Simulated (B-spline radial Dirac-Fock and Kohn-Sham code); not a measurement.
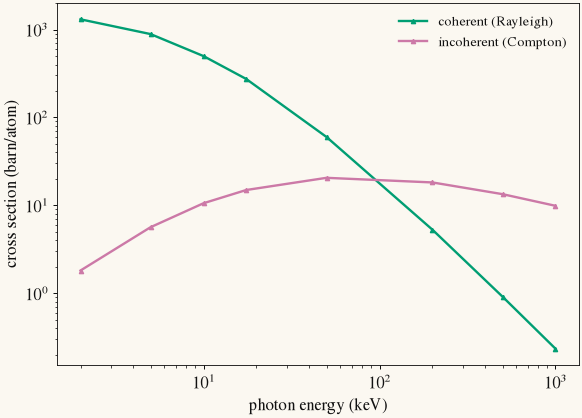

**Figure.** Coherent and incoherent photon scattering cross sections against photon energy, computed at the marked points and joined by straight lines. System: In²⁺ ([Kr] 4d10 5s1). The calculation used Thomson × f² and Klein–Nishina × S on Dirac–Fock densities, without anomalous dispersion (a B-spline radial code).

Coherent scattering falls from 1310 b at 2.00 keV to 0.234 b at 1.00 MeV. Incoherent scattering is largest at 50.0 keV among the points computed (20.6 b), and it overtakes the coherent part between 50.0 keV and 200 keV.
